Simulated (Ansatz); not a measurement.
Consider YN in the rock salt structure (space group Fm-3m, No. 225; a = 4.906 Å).

Now apply this change: a hydrostatic pressure of 0.9 GPa.

Level of theory: plane-wave PAW DFT at the PBE level (Ansatz, an electronic-structure program, 420 eV), no spin-orbit coupling.

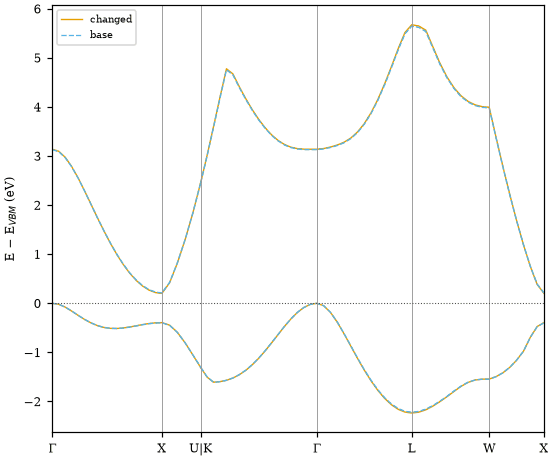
Highest valence and lowest conduction band along the path, each from its own valence-band maximum

Q: From the figure, how large is the changed gap, and is it direct?

A: About 0.2 eV, indirect, Γ → X.

Load acts through the strain it causes; cell and atoms are relaxed under it. Whether these cells are dynamically stable was not tested.
